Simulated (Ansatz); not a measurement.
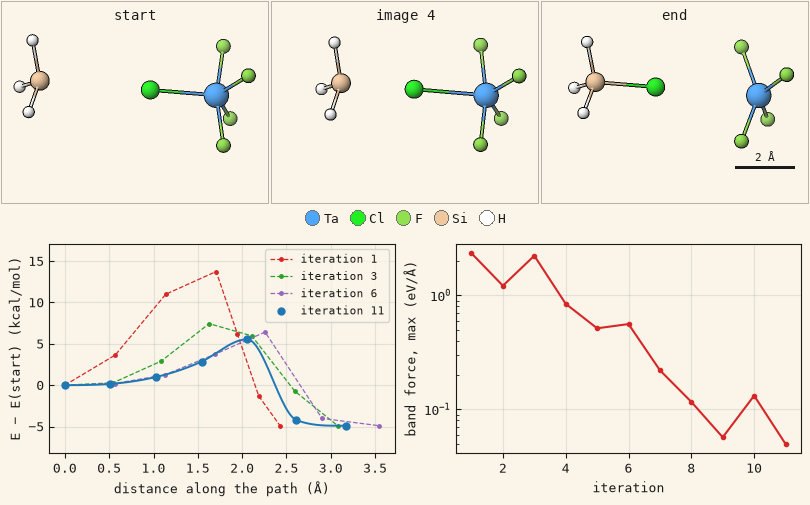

NEB run on TaSiH$_{3}$ClF$_{4}$ (multiplicity 2), made up at the start of TaClF$_{4}$ and SiH₃. Images are numbered from 0 (start) to 6 (end). The plot follows the band through its iterations. A ball-and-stick model, seen at a tilt.

Method: UKS PBE/def2-SVP (Ansatz). Set-up: 5 movable images; climbing image; force threshold 0.05 eV/Å; iteration limit 60; starting path through a guess of the saddle point.

Question: How did the profile develop, and is the result final?

Answer: The run is converged, with reservations. The band converged in 11 iterations. The largest component of the band force went from 2.3 to 0.05 eV/Å. The climbing image converged on the top of the path. Its vibrational analysis gives 3 imaginary modes over 30i cm⁻¹, so it isn't confirmed as a transition state. The first iteration put the highest image at 13.7 kcal/mol. The highest point, image 4, lies 5.5 kcal/mol above the start and 10.4 kcal/mol above the end; the end is at −4.9 kcal/mol relative to the start.

Limits of the set-up: the start holds two separate molecules, 3.8 Å apart at their closest, whose relative position is a soft coordinate and is computed without a dispersion correction.

Cost: 3.3 min on 4 threads of Arm Neoverse V2, on a shared host, peak memory 0.27 GiB.
